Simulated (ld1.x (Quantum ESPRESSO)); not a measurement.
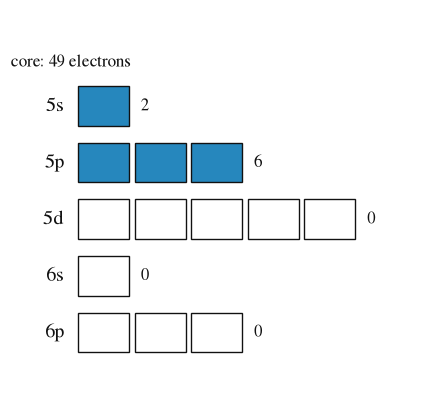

**Figure 1.** The valence shells of the reference configuration: a box for each of the 2l + 1 orbitals, shaded by the share of the shell that is filled, with the electron count at the right. The shells are those of the unaltered input.

Nd: pseudopotential generation

System: neodymium (Nd, Z = 60), core [Kr] 4d10 4f3, reference valence 5s2 5p6 5d0 6s0 6p0 (an ion of charge +3), valence charge 11. (This line and the method describe the unaltered input from which the odd one was made.)
Method: TM semilocal potential, PBE, scalar-relativistic, made with ld1.x (Quantum ESPRESSO) 7.5.

**Input**
```
 &input
   title='Nd', zed=60., rel=1, dft='PBE', iswitch=3,
   config='[Xe] 4f3 5d0 6s0 6p0',
   nld=3, rlderiv=2.50, eminld=-7.0, emaxld=5.0, deld=0.02
 /
 &inputp
   pseudotype=1, tm=.true., lloc=1,
   nlcc=.true., rcore=1.25,
   file_pseudopw='Nd.pp', file_wfcaegen='ae.wfc', file_wfcncgen='nc.wfc'
 /
3
5S  1  0   2.00   0.00  1.95  1.95  0.0
5D  3  2   0.00   0.00  0.15  0.15  0.0
5P  2  1   6.00   0.00  1.50  1.50  0.0
 &test
   configts(1)='5s2 5p6 5d0 6s0 6p0'
 /
```

Command:
```bash
ld1.x < Nd.in > Nd.out
```

**The program's output**
```
     Program LD1 v.7.5
     --------------------------- All-electron run ----------------------------

     Nd
     scalar relativistic calculation

     atomic number is 60.00
     dft =PBE   lsd =0 sic =0 latt =0  beta=0.20 tr2=1.0E-14
     Exchange-correlation= PBE
                           (   1   4   3   4   0   0   0)
     mesh =1257 r(mesh) = 100.04854 a.u. xmin = -7.00 dx = 0.01250
     1 Ry =  13.60569312 eV, c = 137.03599908

     n l     nl                  e(Ry)          e(Ha)          e(eV)
     1 0     1S 1( 2.00)     -3192.3361     -1596.1680    -43433.9451
     2 0     2S 1( 2.00)      -518.2357      -259.1179     -7050.9564
     2 1     2P 1( 6.00)      -463.4810      -231.7405     -6305.9804
     3 0     3S 1( 2.00)      -114.2571       -57.1285     -1554.5467
     3 1     3P 1( 6.00)       -96.9923       -48.4962     -1319.6475
     4 0     4S 1( 2.00)       -24.5362       -12.2681      -333.8319
     4 1     4P 1( 6.00)       -18.8710        -9.4355      -256.7537
     3 2     3D 1(10.00)       -73.0486       -36.5243      -993.8773
     5 0     5S 1( 2.00)        -4.9571        -2.4786       -67.4450
     5 1     5P 1( 6.00)        -3.5315        -1.7658       -48.0490
     4 2     4D 1(10.00)       -10.8157        -5.4079      -147.1554
     4 3     4F 1( 3.00)        -2.2625        -1.1313       -30.7832
     5 2     5D 1( 0.00)        -1.7729        -0.8864       -24.1215
     6 0     6S 1( 0.00)        -1.5680        -0.7840       -21.3335
     6 1     6P 1( 0.00)        -1.2113        -0.6056       -16.4801

     final scf error:  4.9E-15 reached in  26 iterations

     Etot =  -19245.107187 Ry,   -9622.553593 Ha, -261843.022501 eV

     Ekin =   20484.541637 Ry,   10242.270818 Ha,  278706.387272 eV
     Encl =  -46616.605814 Ry,  -23308.302907 Ha, -634251.233135 eV
     Eh   =    7329.326229 Ry,    3664.663115 Ha,   99720.563473 eV
     Exc  =    -442.369239 Ry,    -221.184619 Ha,   -6018.740111 eV

     normalization and overlap integrals

     s(1S/1S) =  1.000000  <r> =   0.0236  <r2> =    0.0008  r(max) =   0.0151
     s(2S/2S) =  1.000000  <r> =   0.1010  <r2> =    0.0120  r(max) =   0.0857
     s(2P/2P) =  1.000000  <r> =   0.0888  <r2> =    0.0096  r(max) =   0.0693
     s(3S/3S) =  1.000000  <r> =   0.2663  <r2> =    0.0810  r(max) =   0.2449
     s(3P/3P) =  1.000000  <r> =   0.2645  <r2> =    0.0811  r(max) =   0.2389
     s(4S/4S) =  1.000000  <r> =   0.6063  <r2> =    0.4147  r(max) =   0.5659
     s(4P/4P) =  1.000000  <r> =   0.6416  <r2> =    0.4679  r(max) =   0.5875
     s(3D/3D) =  1.000000  <r> =   0.2418  <r2> =    0.0688  r(max) =   0.1956
     s(5S/5S) =  1.000000  <r> =   1.4357  <r2> =    2.3102  r(max) =   1.3076
     s(5P/5P) =  1.000000  <r> =   1.6445  <r2> =    3.0473  r(max) =   1.4632
     s(4D/4D) =  1.000000  <r> =   0.7032  <r2> =    0.5732  r(max) =   0.6176
     s(4F/4F) =  1.000000  <r> =   0.9726  <r2> =    1.2153  r(max) =   0.6493
     s(5D/5D) =  1.000000  <r> =   2.2678  <r2> =    5.8752  r(max) =   1.9264
     s(6S/6S) =  1.000000  <r> =   3.2726  <r2> =   11.8967  r(max) =   3.0592
     s(6P/6P) =  1.000000  <r> =   3.8117  <r2> =   16.1790  r(max) =   3.5543

     ------------------------ End of All-electron run ------------------------

     --------------------- Generating NC pseudopotential ---------------------

      Generating local pot.: lloc=1, matching radius rcloc =   1.5000

      Computing core charge for nlcc:

       r > 1.26 : true rho core
       r < 1.26 : rho core = a sin(br)/r    a=   7.27  b=   2.15

      Integrated core pseudo-charge :   5.64

      Wfc   5S  rcut= 1.926  Using Troullier-Martins method

      Wfc   5D  rcut= 0.150  Using Troullier-Martins method

     ------------------- End of pseudopotential generation -------------------

     --------------------------- All-electron run ----------------------------

     Nd
     scalar relativistic calculation

     atomic number is 60.00
     dft =PBE   lsd =0 sic =0 latt =0  beta=0.20 tr2=1.0E-14
     Exchange-correlation= PBE
                           (   1   4   3   4   0   0   0)
     mesh =1257 r(mesh) = 100.04854 a.u. xmin = -7.00 dx = 0.01250
     1 Ry =  13.60569312 eV, c = 137.03599908

     n l     nl                  e(Ry)          e(Ha)          e(eV)
     1 0     1S 1( 2.00)     -3192.3361     -1596.1680    -43433.9451
     2 0     2S 1( 2.00)      -518.2357      -259.1179     -7050.9564
     2 1     2P 1( 6.00)      -463.4810      -231.7405     -6305.9804
     3 0     3S 1( 2.00)      -114.2571       -57.1285     -1554.5467
     3 1     3P 1( 6.00)       -96.9923       -48.4962     -1319.6475
     4 0     4S 1( 2.00)       -24.5362       -12.2681      -333.8319
     4 1     4P 1( 6.00)       -18.8710        -9.4355      -256.7537
     3 2     3D 1(10.00)       -73.0486       -36.5243      -993.8773
     5 0     5S 1( 2.00)        -4.9571        -2.4786       -67.4450
     5 1     5P 1( 6.00)        -3.5315        -1.7658       -48.0490
     4 2     4D 1(10.00)       -10.8157        -5.4079      -147.1554
     4 3     4F 1( 3.00)        -2.2625        -1.1313       -30.7832
     5 2     5D 1( 0.00)        -1.7729        -0.8864       -24.1215
     6 0     6S 1( 0.00)        -1.5680        -0.7840       -21.3335
     6 1     6P 1( 0.00)        -1.2113        -0.6056       -16.4801

     final scf error:  4.9E-15 reached in  26 iterations

     Etot =  -19245.107187 Ry,   -9622.553593 Ha, -261843.022501 eV

     Ekin =   20484.541637 Ry,   10242.270818 Ha,  278706.387272 eV
     Encl =  -46616.605814 Ry,  -23308.302907 Ha, -634251.233135 eV
     Eh   =    7329.326229 Ry,    3664.663115 Ha,   99720.563473 eV
     Exc  =    -442.369239 Ry,    -221.184619 Ha,   -6018.740111 eV

     normalization and overlap integrals

     s(1S/1S) =  1.000000  <r> =   0.0236  <r2> =    0.0008  r(max) =   0.0151
     s(2S/2S) =  1.000000  <r> =   0.1010  <r2> =    0.0120  r(max) =   0.0857
     s(2P/2P) =  1.000000  <r> =   0.0888  <r2> =    0.0096  r(max) =   0.0693
     s(3S/3S) =  1.000000  <r> =   0.2663  <r2> =    0.0810  r(max) =   0.2449
     s(3P/3P) =  1.000000  <r> =   0.2645  <r2> =    0.0811  r(max) =   0.2389
     s(4S/4S) =  1.000000  <r> =   0.6063  <r2> =    0.4147  r(max) =   0.5659
     s(4P/4P) =  1.000000  <r> =   0.6416  <r2> =    0.4679  r(max) =   0.5875
     s(3D/3D) =  1.000000  <r> =   0.2418  <r2> =    0.0688  r(max) =   0.1956
     s(5S/5S) =  1.000000  <r> =   1.4357  <r2> =    2.3102  r(max) =   1.3076
     s(5P/5P) =  1.000000  <r> =   1.6445  <r2> =    3.0473  r(max) =   1.4632
     s(4D/4D) =  1.000000  <r> =   0.7032  <r2> =    0.5732  r(max) =   0.6176
     s(4F/4F) =  1.000000  <r> =   0.9726  <r2> =    1.2153  r(max) =   0.6493
     s(5D/5D) =  1.000000  <r> =   2.2678  <r2> =    5.8752  r(max) =   1.9264
     s(6S/6S) =  1.000000  <r> =   3.2726  <r2> =   11.8967  r(max) =   3.0592
     s(6P/6P) =  1.000000  <r> =   3.8117  <r2> =   16.1790  r(max) =   3.5543

     ------------------------ End of All-electron run ------------------------

     Computing logarithmic derivative in   2.48911

       Warning: n=3, l=2 expected 0 nodes, found 2
       Setting wfc to zero for this iteration
       (This warning will only be printed once per wavefunction)

     Computing logarithmic derivative in   2.48911
     Computing the partial wave expansion
     R is outside the sphere for l=    0 j= 0.00
       no projector for channel:   1
     R is outside the sphere for l=    2 j= 0.00

     ---------------------- Testing the pseudopotential ----------------------

     Nd
     scalar relativistic calculation

     atomic number is 60.00   valence charge is 11.00
     dft =PBE   lsd =0 sic =0 latt =0  beta=0.20 tr2=1.0E-14
     mesh =1257 r(mesh) = 100.04854 xmin = -7.00 dx = 0.01250

     n l     nl             e AE (Ry)        e PS (Ry)    De AE-PS (Ry)
     1 0     5S   1( 2.00)       -4.95712       -4.95712        0.00001
     2 1     5P   1( 6.00)       -3.53154       -3.53155        0.00001
     3 2     5D   1( 0.00)       -1.77290       -1.77290        0.00000
     2 0     6S   1( 0.00)       -1.56798       -1.62334        0.05535  !
     3 1     6P   1( 0.00)       -1.21126       -1.21522        0.00396

     eps = 6.1E-15  iter = 10

     Etot =  -19245.107187 Ry,   -9622.553593 Ha, -261843.022501 eV
     Etotps =   -72.813337 Ry,     -36.406668 Ha,    -990.675917 eV

     Ekin =      15.252908 Ry,       7.626454 Ha,     207.526384 eV
     Encl =    -106.807205 Ry,     -53.403603 Ha,   -1453.186059 eV
     Ehrt =      35.960339 Ry,      17.980169 Ha,     489.265331 eV
     Ecxc =     -16.761746 Ry,      -8.380873 Ha,    -228.055173 eV
     (Ecc =      -7.284954 Ry,      -3.642477 Ha,     -99.116848 eV)
     Epseu=      -0.457632 Ry,      -0.228816 Ha,      -6.226400 eV

     ---------------------- End of pseudopotential test ----------------------
```

**Outcome**

```tsv
quantity	value
outcome	generated; ld1.x warns of wrong node counts
hardware	1 CPU thread, shared host
wall time	0.65 s
```

**What is odd here**

This input holds a deliberate oddity: radius of 5D set to 0.15 bohr. The program ran to the end. The all-electron atom is untouched: its total energy equals that from the unaltered input (−19245.1072 Ry). The pseudo-atom's energy and levels in the reference configuration are also those from the unaltered input, so the oddity leaves no trace there. The pseudo-atom meets the occupied all-electron levels that the test lists within 0.00001 Ry. In the reference test the empty 6s level comes out at −1.623 Ry against −1.568 Ry all-electron. No test for ghost states or cutoffs was run on this potential, so its soundness isn't shown. ld1.x warns that it found 2 nodes in place of 0 for 5d. It picks states by counting nodes, so it can end on another state than the one meant. The reference test prints no difference at all for 5d, which can mean that ld1.x kept the all-electron value without solving for the state. The open f shell is frozen into the core, so the potential fits one valence alone and carries no f magnetism.
